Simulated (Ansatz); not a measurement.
Electronic density of states of amorphous Si$_{24}$O$_{47}$Cl$_{2}$, density 2.21 g/cm³, on a 2×2×2 Γ-centred mesh with a Gaussian width of 0.1 eV; energies count from the Fermi level, whose place inside the gap is arbitrary. Cell and mesh are small, so fine structure isn't converged. All values below come from PBE, scalar-relativistic without spin-orbit coupling (plane waves to 420 eV, PAW; Ansatz, an electronic-structure program). Sampling: a 2×2×2 Γ-centred mesh; Fermi-Dirac width 0.02 eV; no spin polarisation. At PBE the levels at the filled edge of the gap are localised (band-tail or defect states).

A CHGNet melt-quench gave the starting glass, which DFT then relaxed. Anions were pushed apart under 1.9 Å during the dynamics, to hinder bonds among them. The hot cell started wider than the set density and was brought back towards it in steps. It is the lowest in DFT energy of 2 quenches. It is a model cell: composition and starting density were chosen by hand, and all elements were melted together. No dispersion term was used. Its density started from a set value of 2.21 and ended at 2.21 g/cm³. Cooling (nominally 400 K/ps over its main leg) ran many orders faster than in experiment, which tends to leave more defects and strain. A cell of this size samples the disorder only roughly. The volume was free in the relaxation, at fixed shape. Stress components on the final sampling reach 1.7 GPa.

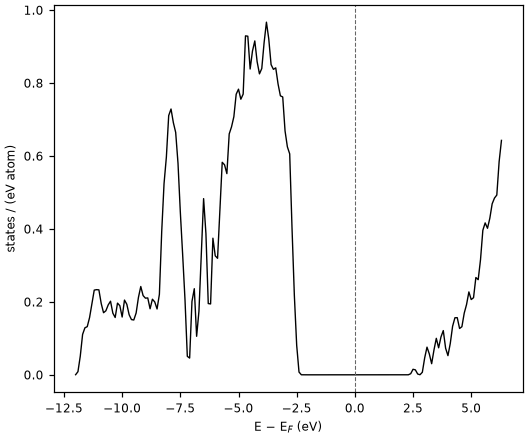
Fig. 1. Density of states per atom

The level gap on this mesh is 5.12 eV; the broadening fills part of it in the curve.
